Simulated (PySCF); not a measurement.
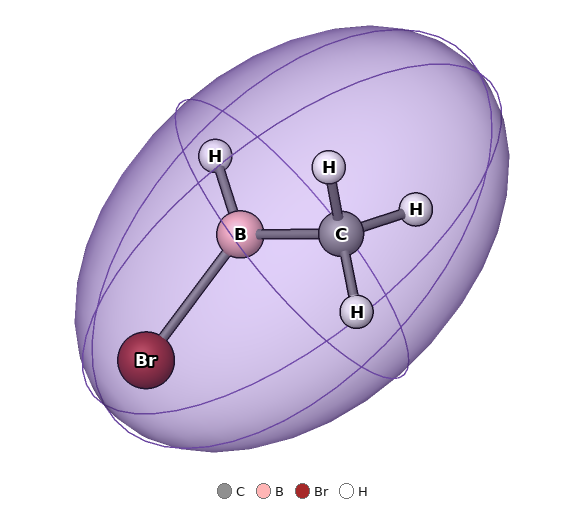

The ellipsoid shows the static dipole polarisability: its half-axes are proportional to the principal values. Computed geometry: PBE0-D3(BJ)/def2-SVP optimisation. No frequency run is at hand to confirm it as a minimum. Level of theory: LDA/def2-SVPD (PySCF 2.14.0).

### Give the principal values, the mean and the anisotropy.

Principal values 41.9, 48.6, 67.8 bohr³; mean 52.8 bohr³ (7.82 Å³); anisotropy 23.3 bohr³, so the longest axis is 1.62 times the shortest.
